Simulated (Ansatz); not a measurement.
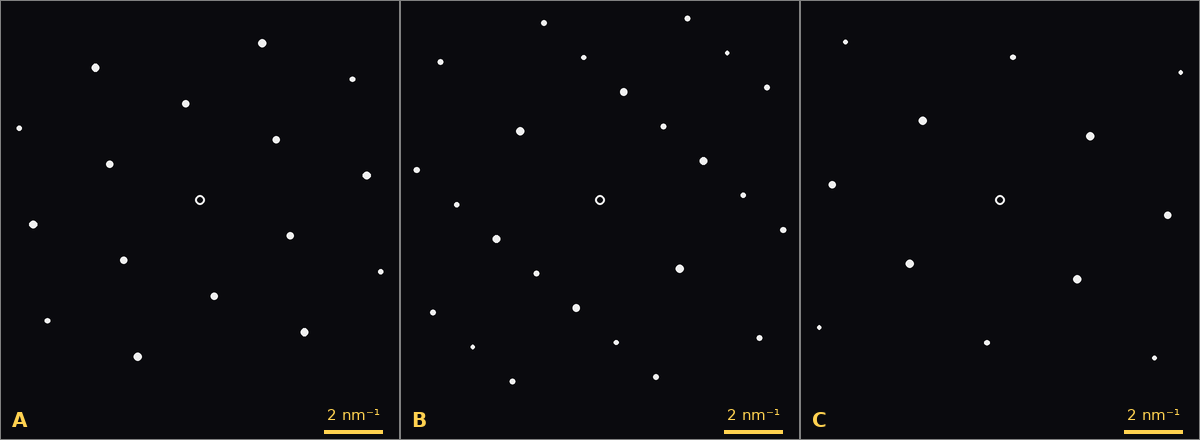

The patterns are kinematic simulations for 120 kV electrons (no multiple scattering; isotropic B = 0.5 Å²).

All three come from Tb, space group P6_3/mmc (No. 194), a = 3.39 Å, c = 5.42 Å (hexagonal axes). Structure: the input geometry of an electronic-structure calculation (not necessarily at equilibrium).

Q: Assign the zone axes [001], [100], [211] to A, B and C.

A: A is [001]: hexagonal net of 1 -1 0 at d = 2.94 Å and 1 0 0 at d = 2.94 Å, at 60.0°. B is [100]: rectangular net of 0 0 1 (itself extinct) at d = 5.42 Å and 0 1 0 at d = 2.94 Å, at 90.0°. C is [211]: centred rectangular net of 0 1 -1 at d = 2.58 Å and -1 1 1 at d = 2.58 Å, at 80.8°.
